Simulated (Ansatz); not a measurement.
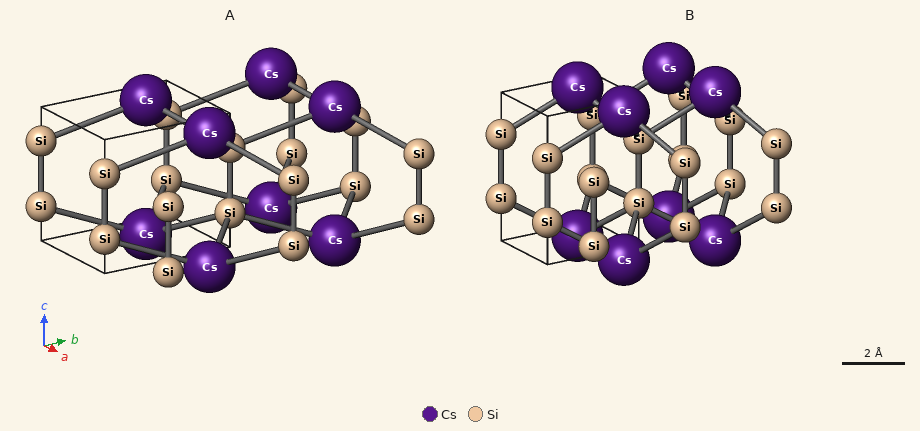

Two geometries of solid CsSi2 (a generated structure, set up in P-6m2) (coarse preliminary run), drawn at one scale. One is the start of a relaxation, the other its converged end. The picture is a ball-and-stick view of the cell of the calculation, repeated 2 × 2 × 1 with one cell outlined, seen slightly off an axis.

These are results of DFT PBE, scalar-relativistic, plane waves, PAW (Ansatz), not measurements. (plane-wave cutoff 420 eV; k-point mesh 6 × 6 × 4; occupations gaussian; smearing width 0.1 eV; no spin polarisation; cell and atoms relaxed; force threshold 0.04 eV/Å; at most 70 steps)

Which geometry has the lower energy?

Answer. Structure A is the relaxed one. The largest moves relative to the cell, 0.13 Å, are those of Si atoms. Cs stays in place. The volume changes by +69.8 %, with a = b 4.578 → 6.282 Å (+37.2 %), c 4.930 → 4.447 Å (−9.8 %). Some distances before and after: Cs–Si 2.991 → 3.800 Å, Si–Si 2.800 → 2.271 Å, Si–Si 2.130 → 2.176 Å. Bond angles that change, for instance: Cs–Si–Cs 99.9° → 111.5°, Si–Cs–Si 99.9° → 111.5°, Cs–Si–Si 117.9° → 107.4°. The space group stays P-6m2 (No. 187). The energy falls by 881 meV per atom in 11 accepted moves (14 points after the start). Largest force component: 0.47 eV/Å at the start, 0.014 eV/Å at the end. The pressure goes from 11.77 to 0.00 GPa. The line search rejected the trial step at point 7 of the run. At 2 points the geometry stayed and the basis and grid were re-selected for the new cell (energy shift of 30.2 meV per atom at most each time).
